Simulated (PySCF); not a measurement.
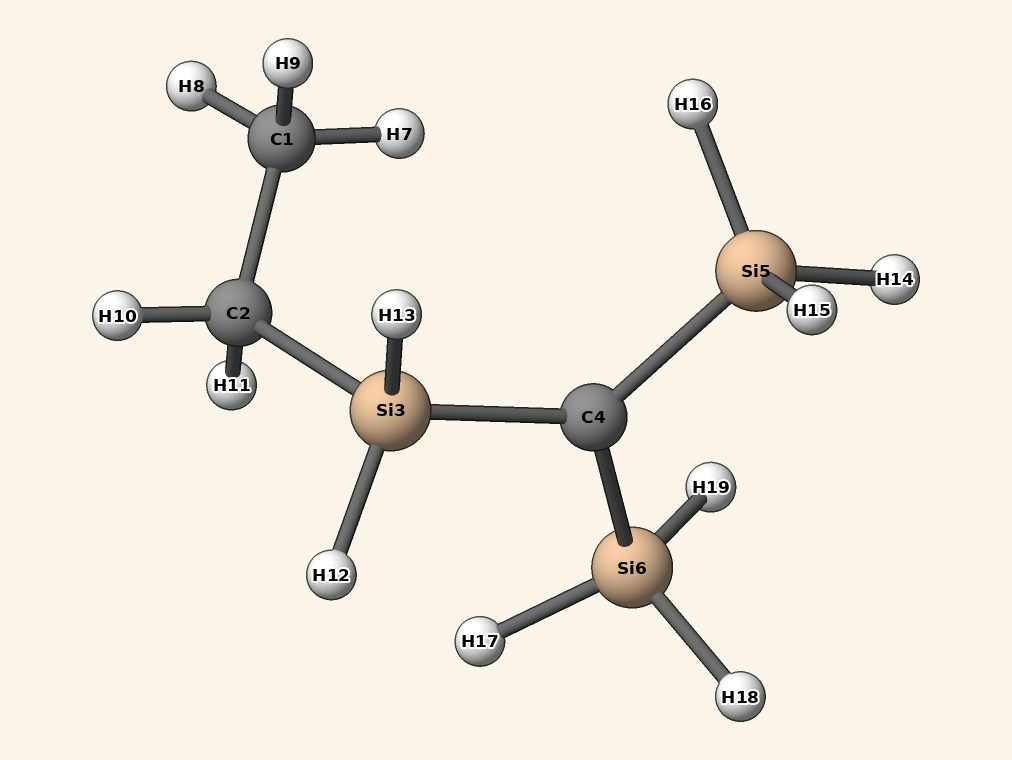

The questions are on Mulliken spin populations. The species is neutral and a spin doublet. The geometry was computed by an optimisation with GFN2-xTB. No frequency run is at hand to confirm it as a minimum. Properties computed with UKS B3LYP, pcH-1 on C H Si, non-relativistic (PySCF 2.14.0).

Which atom carries the largest spin population?

C4 (0.95 e).

Which atom has the lowest spin population?

Si5, Si6 (−0.05 e); a negative value comes from spin polarisation.

List the Mulliken spin populations.

```json
{"atom": "C1", "value (e)": "0.00"}
{"atom": "C2", "value (e)": "0.04"}
{"atom": "Si3", "value (e)": "−0.04"}
{"atom": "C4", "value (e)": "0.95"}
{"atom": "Si5", "value (e)": "−0.05"}
{"atom": "Si6", "value (e)": "−0.05"}
{"atom": "H7", "value (e)": "0.00"}
{"atom": "H8", "value (e)": "0.00"}
{"atom": "H9", "value (e)": "0.00"}
{"atom": "H10", "value (e)": "0.00"}
{"atom": "H11", "value (e)": "0.00"}
{"atom": "H12", "value (e)": "0.02"}
{"atom": "H13", "value (e)": "0.00"}
{"atom": "H14", "value (e)": "0.00"}
{"atom": "H15", "value (e)": "0.04"}
{"atom": "H16", "value (e)": "0.03"}
{"atom": "H17", "value (e)": "0.00"}
{"atom": "H18", "value (e)": "0.04"}
{"atom": "H19", "value (e)": "0.02"}
```

Mulliken values depend strongly on the basis set. The geometry is semi-empirical. Around Si such bond lengths and angles can be off by a tenth of an ångström or more and by several degrees, and values that hang on the shape move with them.
